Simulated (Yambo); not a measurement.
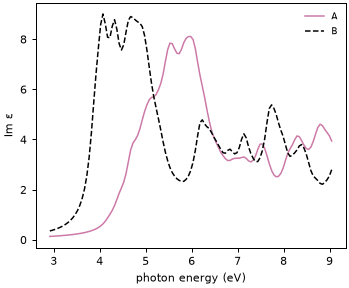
Figure. Two computed absorption spectra of BaTiO3 (space group Amm2, No. 38) (Yambo, LDA bands with the same scissor, field along x)

Axes are Cartesian, with cell vectors (Å) (3.98, 0.00, 0.00), (0.00, 2.86, 2.88), (0.00, -2.86, 2.88).

Q: Which curve includes the electron-hole attraction (BSE)?

A: Curve B: the attraction moves weight to lower energy (centre of the plotted range 5.9 eV against 6.5 eV). Settings: 6×6×6 mesh, 9 valence and 7 conduction bands, static screening with 44 bands and a 3 Ry block, scissor 1.71 eV, Tamm-Dancoff. The scissor comes from a G0W0 run whose convergence isn't established. Broadening 0.15 eV. The band window holds all transitions up to 9.1 eV. On this mesh the peak heights and the fine structure are mesh artefacts; only the shift of weight is robust.

Geometry of the Materials Project entry, not relaxed at this level; primitive cell a = 3.983 Å, b = c = 4.057 Å, α = 89.75°, β = γ = 90.00°.

This is not the ordinary phase of the substance.
